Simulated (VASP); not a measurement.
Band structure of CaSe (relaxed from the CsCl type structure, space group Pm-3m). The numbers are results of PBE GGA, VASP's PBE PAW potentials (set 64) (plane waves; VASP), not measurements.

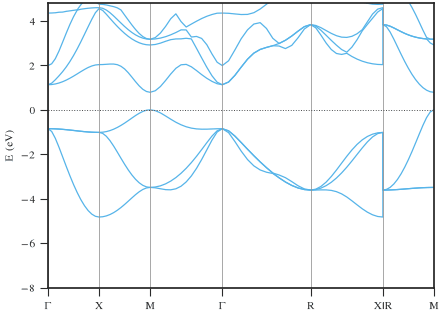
*Bands along high-symmetry lines, zero at the valence-band maximum or, without a gap, the Fermi level*

Read the plot: is there a gap, and where are the band edges?

The gap is direct, 0.79 eV, from the valence maximum at M to the conduction minimum at M. (Edges off the drawn lines would not show.)

The structure was generated: CaSe was put into the CsCl type type (Pm-3m), which need not be its known phase. It was relaxed first, which changed the volume by -14 %.
